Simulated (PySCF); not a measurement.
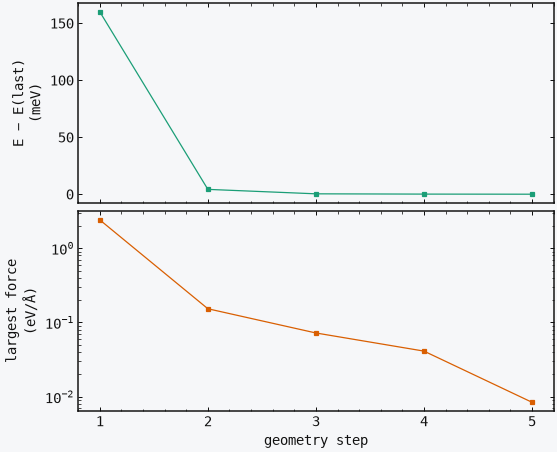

History of a geometry optimisation.

- system: Thiirane (SMILES C1CS1)
- method: PBE0-D3(BJ)/def2-SVP, geometry optimisation in PySCF

### How did the optimisation end?

The optimisation met its thresholds at geometry 5, counting the start as the first. The energy fell by about 160 meV from the first step to the last. The largest force goes from about 2.4 eV/Å at the start to 8 × 10⁻³ eV/Å at the end.
